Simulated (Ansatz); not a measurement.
## Hf, pressure series

Take Hf in the hcp (Mg type) structure (space group P6_3/mmc, No. 194; a = 3.198 Å, c = 5.047 Å) as the base.

Cell and atoms are relaxed at each pressure.

Level of theory: Ansatz (a quantum-chemistry and plane-wave program), r2SCAN, PAW, cutoff 500 eV, without spin-orbit coupling.

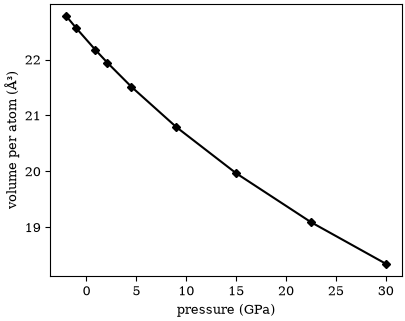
*Volume against pressure*

Problem. Estimate the zero-pressure bulk modulus from the plot.

Solution. About 110 GPa; a third-order Birch–Murnaghan fit to the points gives V₀ = 22.35 Å³/atom, B₀ = 111 GPa and B₀′ = 3.3.

Load acts through the strain it causes; cell and atoms are relaxed under it. Stability against distortions was not tested. Competing high-pressure phases were not computed. All final runs are without spin polarisation.
